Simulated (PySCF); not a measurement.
**Two runs on C₂H₅P₂**

System: C₂H₅P₂, charge −1.
Method of the first run: GIAO PBE0/pcSseg-1 NMR shielding, non-relativistic, gas phase (PySCF 2.14.0).

The geometry comes from this level: GFN2-xTB. Text and figures count atoms from 1; the logs count them from 0 in places.

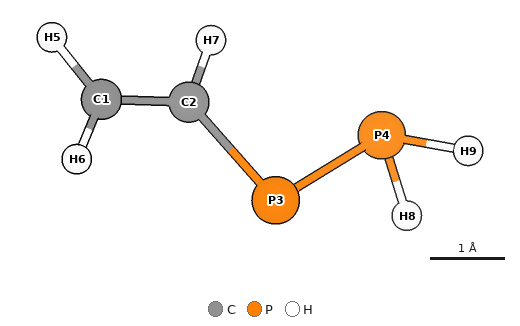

**Figure 1.** The structure (ball-and-stick view, seen at a tilt; atoms are numbered from 1 in the order of the input). Bond lengths as drawn: C–C 1.34 Å, C–H 1.08 to 1.09 Å, C–P 1.78 Å, H–P 1.40 Å and P–P 2.11 Å.

**Input file, the first run**
```
{"job": {"kind": "nmr", "xc": "PBE0", "basis": "pcSseg-1"}, "charge": -1, "multiplicity": 1}
C     -2.060176    -0.098525     0.180898
C     -0.783806     0.066065    -0.183393
P      0.633298    -0.446705     0.760895
P      2.075517     0.235564    -0.620128
H     -2.879071     0.236501    -0.441879
H     -2.325136    -0.574144     1.111520
H     -0.561298     0.551333    -1.131795
H      2.945554    -0.858426    -0.650213
H      2.968679     0.894332     0.230634
```

The first line tells a small driver script what to run in PySCF; the rest is the geometry in Å.

Launched with:
```bash
OMP_NUM_THREADS=1 python <driver script> task.json out
```

Hardware: 1 CPU thread, shared host.

**Output (the first run)**
```
coarse grid: 8520 points
cycle   1  E = -761.4315963633  dE =  3.048e-01  |g| = 4.239e-01  |ddm| = 2.905e+00
cycle   2  E = -761.4150987070  dE =  1.650e-02  |g| = 5.085e-01  |ddm| = 1.631e+00
cycle   3  E = -761.4943243246  dE = -7.923e-02  |g| = 6.819e-02  |ddm| = 8.719e-01
cycle   4  E = -761.4956335386  dE = -1.309e-03  |g| = 3.046e-02  |ddm| = 1.496e-01
cycle   5  E = -761.4958718509  dE = -2.383e-04  |g| = 5.706e-03  |ddm| = 3.889e-02
cycle   6  E = -761.4958796528  dE = -7.802e-06  |g| = 2.903e-03  |ddm| = 1.371e-02
final grid: 73128 points
cycle   7  E = -761.5207254890  dE = -1.053e-05  |g| = 6.806e-03  |ddm| = 2.272e-02
cycle   8  E = -761.5207081332  dE =  1.736e-05  |g| = 1.015e-02  |ddm| = 2.131e-02
cycle   9  E = -761.5207385079  dE = -3.037e-05  |g| = 8.956e-04  |ddm| = 1.339e-02
cycle  10  E = -761.5207387520  dE = -2.442e-07  |g| = 1.688e-04  |ddm| = 1.461e-03
cycle  11  E = -761.5207387602  dE = -8.195e-09  |g| = 5.715e-05  |ddm| = 4.123e-04
cycle  12  E = -761.5207387612  dE = -9.416e-10  |g| = 2.313e-05  |ddm| = 1.111e-04
converged SCF energy = -761.5207387612

GIAO shielding tensors (ppm)
atom      isotropic    diamagn.    paramagn.     s11        s22        s33       span
  0 C       99.273     251.635    -152.362     -5.892    147.102    156.608    162.499
  1 C        7.168     259.433    -252.264   -127.962     23.431    126.036    253.997
  2 P      463.090     967.961    -504.871    269.652    469.708    649.911    380.259
  3 P      494.445     966.197    -471.752    312.819    522.767    647.750    334.932
  4 H       27.754      31.018      -3.264     22.940     26.301     34.021     11.081
  5 H       27.349      32.127      -4.778     25.198     25.470     31.381      6.183
  6 H       24.357      32.789      -8.432     18.402     24.943     29.726     11.325
  7 H       28.589      30.329      -1.740     22.287     26.884     36.597     14.310
  8 H       28.589      30.332      -1.742     22.263     26.846     36.659     14.396
```

For the second run the input was changed thus:
```diff
-"xc": "PBE0"
-"basis": "pcSseg-1"
+"xc": "BHandHLYP"
+"basis": "pcSseg-0"
+"pop": false
+"scf": {"guess": "huckel"
+"damp": 0.3}
```

How does the second run compare with the first run?

The total energies belong to different models, so their difference says nothing on which is more stable or more accurate. The HOMO goes from 0.34 to −0.20 eV. The LUMO goes from 5.42 to 7.15 eV. Of all shieldings, the largest change is that of P4, by +52.0 ppm. The functional changes from PBE0 to BHandHLYP. The SCF takes 13 iterations against 12. The basis functions go from 107 to 54.

**Output (the second run)**
```
damping 0.30 in the first 6 cycles
final grid: 73128 points
cycle   1  E = -759.4341120665  dE =  1.628e-01  |g| = 2.151e+00  |ddm| = 4.445e+00
cycle   2  E = -760.3434108482  dE = -9.093e-01  |g| = 1.223e+00  |ddm| = 4.147e+00
cycle   3  E = -760.6853052279  dE = -3.419e-01  |g| = 6.833e-01  |ddm| = 2.967e+00
cycle   4  E = -760.7905129973  dE = -1.052e-01  |g| = 3.765e-01  |ddm| = 1.563e+00
cycle   5  E = -760.8257069833  dE = -3.519e-02  |g| = 1.695e-01  |ddm| = 9.034e-01
cycle   6  E = -760.8256730024  dE =  3.398e-05  |g| = 1.775e-01  |ddm| = 5.121e-01
cycle   7  E = -760.8241604274  dE =  1.513e-03  |g| = 1.907e-01  |ddm| = 5.738e-01
cycle   8  E = -760.8350010317  dE = -1.084e-02  |g| = 7.323e-03  |ddm| = 2.935e-01
cycle   9  E = -760.8350163210  dE = -1.529e-05  |g| = 4.263e-03  |ddm| = 1.327e-02
cycle  10  E = -760.8350231400  dE = -6.819e-06  |g| = 4.682e-04  |ddm| = 1.052e-02
cycle  11  E = -760.8350233529  dE = -2.129e-07  |g| = 1.027e-04  |ddm| = 2.567e-03
cycle  12  E = -760.8350233571  dE = -4.256e-09  |g| = 3.305e-05  |ddm| = 3.914e-04
cycle  13  E = -760.8350233575  dE = -3.743e-10  |g| = 5.495e-06  |ddm| = 9.003e-05
converged SCF energy = -760.8350233575

GIAO shielding tensors (ppm)
atom      isotropic    diamagn.    paramagn.     s11        s22        s33       span
  0 C       99.995     254.796    -154.801    -11.212    146.369    164.830    176.042
  1 C        8.164     266.559    -258.395   -138.376     18.673    144.194    282.569
  2 P      487.131     965.883    -478.752    321.465    488.135    651.792    330.327
  3 P      546.475     965.419    -418.944    361.282    591.915    686.229    324.946
  4 H       29.453      31.365      -1.911     25.152     28.093     35.114      9.962
  5 H       29.645      32.332      -2.687     27.481     27.791     33.664      6.184
  6 H       26.655      33.005      -6.351     20.399     27.049     32.515     12.117
  7 H       31.943      31.472       0.471     26.051     29.462     40.315     14.264
  8 H       31.944      31.397       0.547     26.063     29.437     40.330     14.267
```

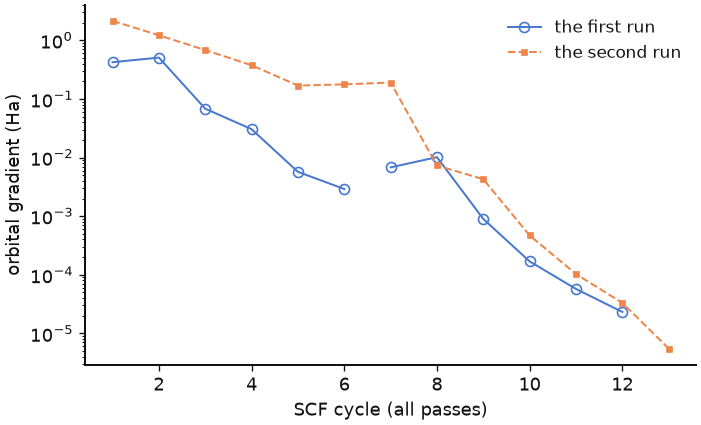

**Figure 2.** Convergence of the two runs: orbital gradient against the SCF cycle. A break in a curve parts two SCF passes (coarse and final grid). The first run takes 12 cycles in all, and the second run takes 13.

**The two runs side by side**

| quantity | the first run | the second run |
| --- | --- | --- |
| outcome | converged | converged |
| total energy (hartree) | −761.520739 | −760.835023 |
| HOMO (eV) | 0.34 | −0.20 |
| LUMO (eV) | 5.42 | 7.15 |
| shielding of P3 (ppm) | 463.1 | 487.1 |
| shielding of P4 (ppm) | 494.4 | 546.5 |
| shielding of H5 (ppm) | 27.8 | 29.5 |
| shielding of H6 (ppm) | 27.3 | 29.6 |
| shielding of H7 (ppm) | 24.4 | 26.7 |
| shielding of H8 (ppm) | 28.6 | 31.9 |
| shielding of H9 (ppm) | 28.6 | 31.9 |
| SCF iterations | 12 | 13 |
| basis functions | 107 | 54 |
| wall time (shared host) | 9.6 s | 4.3 s |

For the first run: The highest filled orbital lies above zero: either the extra electron isn't bound at this level, or the self-interaction error of the functional lifts the level.
